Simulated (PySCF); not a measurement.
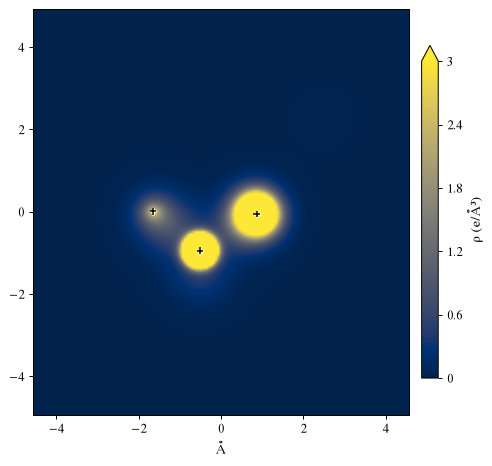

The total electron density on a plane through atoms (crosses mark nuclei in the plane).

Method: PySCF 2.14.0, wB97M-D3(BJ)/def2-TZVPD, SCF density, gas phase.

Candidates:
A. FH$_{3}$Si···AsH$_{3}$ (SMILES F[SiH3].[AsH3])
B. Cl$_{2}$Ge···HF (SMILES [Cl][Ge][Cl].F)
C. BeClF$_{2}$H$_{2}$ (charge +1)

### Which system is this?

Candidate A: FH$_{3}$Si···AsH$_{3}$ on the plane of atoms F2, Si1 and H4, which holds Si, F and H. Si–F (1.64 Å): ρ at the midpoint is about 1.1 e/Å³. Si–H (1.49 Å): ρ is about 0.83 e/Å³ halfway.
